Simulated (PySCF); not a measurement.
Consider C$_{8}$H$_{9}$S (charge +1).

```
atom    x (Å)    y (Å)    z (Å)
   C   3.0262  -0.8003   0.0942
   C   2.0846  -0.6296  -0.8116
   C   1.3664   0.6874  -1.0430
   C  -0.0779   0.4797  -0.7610
   C  -0.5892   0.5120   0.5258
   C  -1.9121   0.2595   0.8450
   C  -2.8772  -0.0719  -0.1103
   C  -2.5898  -0.1700  -1.4430
   S  -1.0548   0.1022  -2.1125
   H   3.3491  -0.0096   0.7509
   H   3.5375  -1.7419   0.1964
   H   1.7790  -1.4340  -1.4658
   H   1.5203   0.9950  -2.0795
   H   1.7817   1.4440  -0.3765
   H   0.0998   0.7536   1.3241
   H  -2.2142   0.3186   1.8802
   H  -3.8909  -0.2595   0.2139
   H  -3.3473  -0.4289  -2.1684
```

Geometry: GFN2-xTB.

Level of theory: PySCF, PBE0/pcSseg-1, SCF density, gas phase, non-relativistic.

> What can the converged electron density and electron localisation function tell about the bonding?

C–S (1.70 Å): the density is about 1.5 e/Å³ at the midpoint; the ELF peaks at about 0.90 between the atoms: localised, covalent bonding.
C–H (1.08 Å): the density is about 2.1 e/Å³ at the midpoint; the ELF climbs to about 1 towards the hydrogen, as it does in any bond to H; an ordinary covalent bond to hydrogen.
C–C (1.37 Å): the density is about 2.2 e/Å³ at the midpoint; the ELF peaks at about 0.95 between the atoms: a covalent bond.
C–C (1.49 Å): ρ is about 1.7 e/Å³ halfway; the ELF peaks at about 0.95 between the atoms (a shared electron pair).

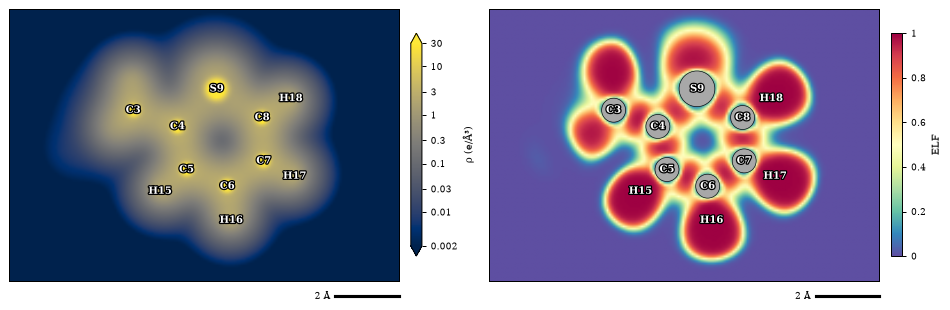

Computed electron density and electron localisation function on the plane of atoms C7, C8 and H18, in this order. Grey discs cover the atomic cores in the ELF map. 
